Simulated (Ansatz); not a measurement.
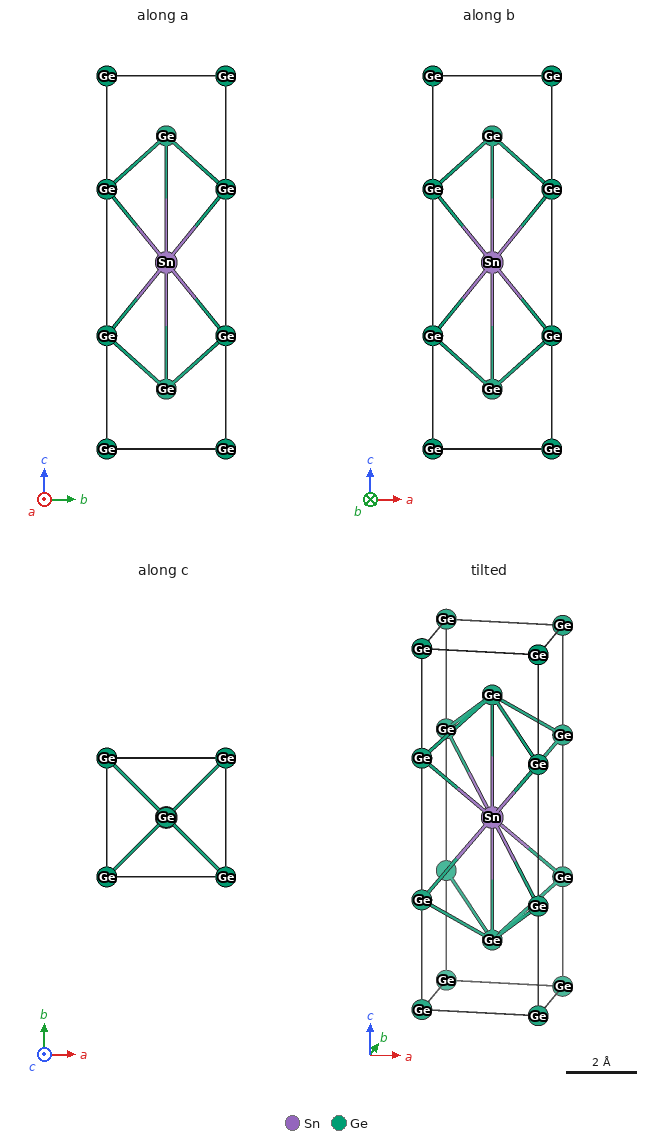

Crystal structure, ball-and-stick style, seen along the a axis, along the b axis, along the c axis and slightly off an axis. The lines enclose the conventional unit cell; boundary atoms appear with their images.

Lattice parameters: a = 3.4013 Å, b = 3.4013 Å, c = 10.6719 Å, α = 90.000°, β = 90.000°, γ = 90.000°.

Turn the picture into a CIF in P1 with every atom of the cell, with free fractional coordinates to two decimals.

```cif
data_structure
_symmetry_space_group_name_H-M 'P 1'
_symmetry_Int_Tables_number 1
_cell_length_a 3.4013
_cell_length_b 3.4013
_cell_length_c 10.6719
_cell_angle_alpha 90.000
_cell_angle_beta 90.000
_cell_angle_gamma 90.000
_cell_volume 123.46
loop_
_atom_site_label
_atom_site_type_symbol
_atom_site_fract_x
_atom_site_fract_y
_atom_site_fract_z
_atom_site_occupancy
Sn1 Sn 0.50 0.50 0.50 1
Ge1 Ge 0.00 0.00 0.70 1
Ge2 Ge 0.50 0.50 0.84 1
Ge3 Ge 0.00 0.00 0.00 1
Ge4 Ge 0.50 0.50 0.16 1
Ge5 Ge 0.00 0.00 0.30 1
```

The cell started as a structure type filled with these elements by a generator (whether the compound takes this form wasn't checked). The geometry was optimised with Ansatz 0.2.0, DFT PBE, scalar-relativistic, plane waves, PAW.
